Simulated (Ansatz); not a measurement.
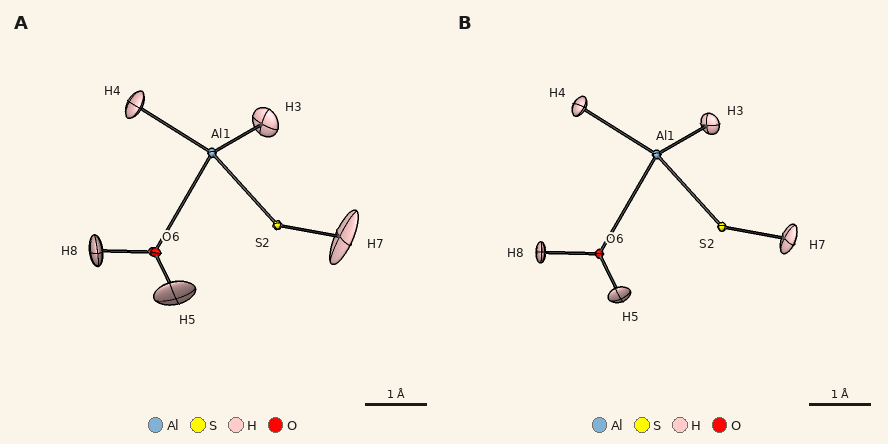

Displacement ellipsoids at the 50 % level, scaled by 0.7, from the internal vibrations of the free molecule (harmonic, no overall translation or rotation; no half-axis is drawn under 0.075 Å). Vibrations computed with RKS PBE0-D4/def2-TZVP (Ansatz 0.2.0). One panel is for 0 K (zero-point motion alone), the other for 600 K.

Which panel is for 600 K?

A.

How much does the mean-square displacement of H5 grow, and why?

U_eq goes from 0.0262 to 0.0839 Å², a factor of 3.2. Modes below kT (417 cm⁻¹ at 600 K) grow about in proportion to T, and the lowest lies at 143 cm⁻¹; the mean-square amplitude of a mode is its zero-point value times coth(ħω/2kT), which comes close to 1 only above about 3kT.
